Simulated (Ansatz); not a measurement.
Bands of a (10,10) MoS2 nanotube, along its axis.

Levels: PBE (plane waves to 420 eV, PAW; Ansatz, a first-principles code); PBE with spin-orbit coupling run with Ansatz. Unmarked values and the geometry are of the first. Mesh 1×1×10. No spin polarisation, so a magnetic state wasn't tested. One-dimensional cell, images about 11 Å apart. An idealised model, rolled from the flat sheet. Symmetry and one short period hold its shape; lower forms weren't sought. Values not marked SOC lack spin–orbit coupling.

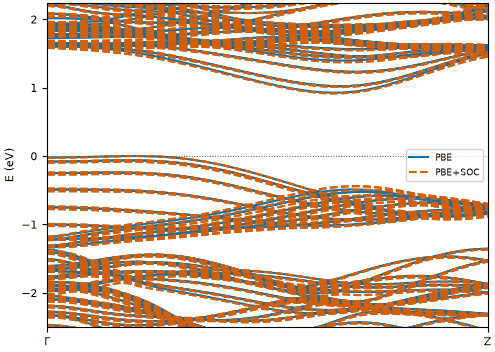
Figure: Bands from the zone centre to the zone edge (period 3.20 Å); the dotted line marks the highest filled level of each set

Question: Is it a metal or a semiconductor at this level? Give what the bands show.

Answer: A semiconductor in PBE.
```
Property                                                                             Value
----------------------------  ------------------------------------------------------------
PBE gap                       0.93 eV, indirect, from k = 0.094 × 2π/c to k = 0.323 × 2π/c
PBE+SOC gap at this geometry                                                       0.92 eV
```
